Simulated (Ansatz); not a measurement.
# Frequency calculation of WH2Cl5F

WH2Cl5F, computed with RKS PBE/def2-SVP (Ansatz 0.2.0).

It belongs to a series of runs on one base structure; here: vibrations at the highest image of the band. Figures and captions count atoms from 1; the log counts them from 0 in places.

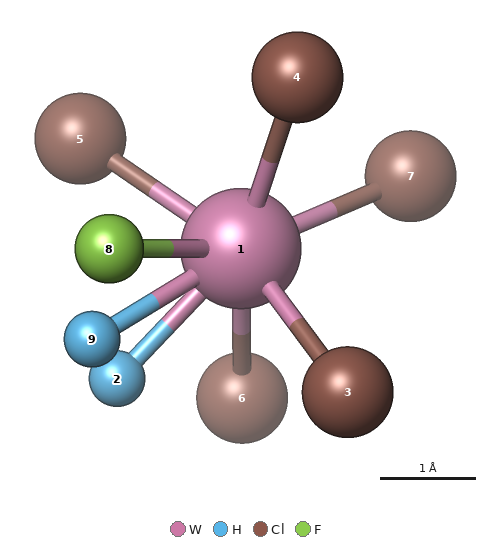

**Figure 1.** The structure as given in the input (ball-and-stick view, seen at a tilt; atoms are numbered from 1 in the order of the input). Sticks mark near contacts.

Summary

- outcome: converged
- total energy: −67144.4605 eV
- mean-field energy: −67144.4605 eV
- largest force (length of the vector): 0.023 eV/Å
- hardware: 4 threads of Arm Neoverse V2, 24 GiB of memory available, shared host
- wall time: 81 s (CPU time 5.1 min)
- peak memory: 0.25 GiB

The input
```yaml
crystal:
  periodic: [false, false, false]
  atoms:
    - { symbol: W, position_ang: [0.154131, 0.26475, -0.08746] }
    - { symbol: H, position_ang: [0.52799, -0.503525, 1.603075] }
    - { symbol: Cl, position_ang: [2.443331, 0.099916, -0.297191] }
    - { symbol: Cl, position_ang: [0.090813, 2.393357, -1.020958] }
    - { symbol: Cl, position_ang: [-1.953147, 0.454926, 0.822049] }
    - { symbol: Cl, position_ang: [-0.001663, -2.12947, 0.108539] }
    - { symbol: Cl, position_ang: [-0.436631, -0.338722, -2.24714] }
    - { symbol: F, position_ang: [0.670069, 1.626166, 1.506987] }
    - { symbol: H, position_ang: [0.663107, 0.380702, 1.849] }
basis:
  gaussian: { orbitals: def2-SVP }
hamiltonian:
  xc: pbe
phonons: {}
```

Command:
```bash
ansatz run input.yaml --threads 4 --pin off --max-ram 5120MiB --backend cpu --events-out ev --progress --plain --runs-dir out
```

What the program printed
```
Engine: ansatz 0.2.0, aarch64-unknown-linux-gnu
Functional definition: PBE
  parameter kappa = 0.804
  parameter beta = 0.06672455060314922
  exchange = pbe_x(kappa = kappa, mu = beta*pi^2/3)
  correlation = pbe_c(beta = beta)
1546 factors; their error is unknown
mean field evaluation 1: about -67139.2836 eV, gradient 4.9e1 eV
mean field evaluation 2: about -66864.7596 eV, gradient 3.2e2 eV
mean field evaluation 4: about -67140.4914 eV, gradient 4.4e1 eV
mean field evaluation 8: about -67144.5600 eV, gradient 5.8e-1 eV
mean field evaluation 16: about -67144.4604 eV, gradient 8.9e-4 eV
mean field -67144.46042229 eV, -2467.5134083693 hartree, gradient 6.4e-5 eV, S^2 0.000000; 1 other end points of the search recorded, 0 dependent functions left out
the calculation of the forces begins
reference -67144.46049539 eV, -2467.5134110557 hartree; 55, 55 occupied and 91, 91 virtual orbitals, 1546 factors
these checks for a lower state are left out or cut short: stability, starts, cluster_reference, orbital_swaps, neighbouring_geometries, increment
1546 factors; their error is unknown
mean field evaluation 32: about -67144.4604 eV, gradient 1.1e-6 eV
mean field -67144.46038400 eV, -2467.5134069622 hartree, gradient 1.1e-6 eV, S^2 0.000000; 0 other end points of the search recorded, 0 dependent functions left out
[... from here on the field's lines of each further geometry are left out, up to the last ...]
the calculation of the forces begins
reference -67144.46050141 eV, -2467.5134112767 hartree; 55, 55 occupied and 91, 91 virtual orbitals, 1546 factors
these checks for a lower state are left out or cut short: stability, starts, cluster_reference, orbital_swaps, neighbouring_geometries, increment
1546 factors; their error is unknown
mean field evaluation 384: about -67144.5610 eV, gradient 6.1e-1 eV
mean field -67144.46036392 eV, -2467.5134062244 hartree, gradient 1.1e-6 eV, S^2 0.000000; 0 other end points of the search recorded, 0 dependent functions left out
the calculation of the forces begins
reference -67144.46043702 eV, -2467.5134089107 hartree; 55, 55 occupied and 91, 91 virtual orbitals, 1546 factors
WARN: phonons: modes at or below zero, which the zero-point energy, F, S and C_V leave out: 1, the lowest at -575.56 cm⁻¹. A minimum has none, and a first-order saddle one
Total energy: -67144.46049539 eV, -2467.5134110557 hartree
Atom 0 at     0.154131     0.264750    -0.087460 Å, force     0.020383     0.005795     0.008971 eV/Å
Atom 1 at     0.527990    -0.503525     1.603075 Å, force    -0.001473    -0.009316    -0.006160 eV/Å
Atom 2 at     2.443331     0.099916    -0.297191 Å, force    -0.008474    -0.008714     0.006228 eV/Å
Atom 3 at     0.090813     2.393357    -1.020958 Å, force    -0.008708    -0.002943     0.003086 eV/Å
Atom 4 at    -1.953147     0.454926     0.822049 Å, force    -0.007547     0.013837     0.008071 eV/Å
Atom 5 at    -0.001663    -2.129470     0.108539 Å, force     0.014856     0.003997    -0.004705 eV/Å
Atom 6 at    -0.436631    -0.338722    -2.247140 Å, force    -0.003026    -0.002533    -0.009817 eV/Å
Atom 7 at     0.670069     1.626166     1.506987 Å, force     0.000268     0.006366    -0.018543 eV/Å
Atom 8 at     0.663107     0.380702     1.849000 Å, force    -0.006279    -0.006491     0.012870 eV/Å
Dipole moment:     0.028263    -0.060216     0.131693 e Å
Vibrations: -575.56 50.28 114.97 136.83 149.16 158.52 188.40 208.63 212.01 267.07 298.28 338.43 352.27 367.24 378.57 535.55 590.72 1000.83 1037.10 1671.53 2317.54 cm⁻¹, zero-point energy 0.643103 eV
```

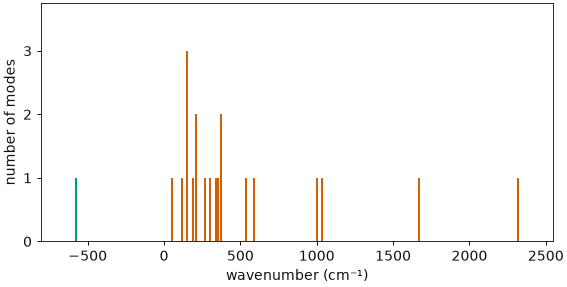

**Figure 2.** Harmonic vibrational wavenumbers from the force constants; neighbouring modes closer than 13 cm⁻¹ are counted in one stick, and imaginary ones are drawn at negative wavenumbers. 21 modes from 576i to 2318 cm⁻¹, 1 imaginary beyond 8i (576i cm⁻¹): a first-order saddle point, if the geometry is stationary.
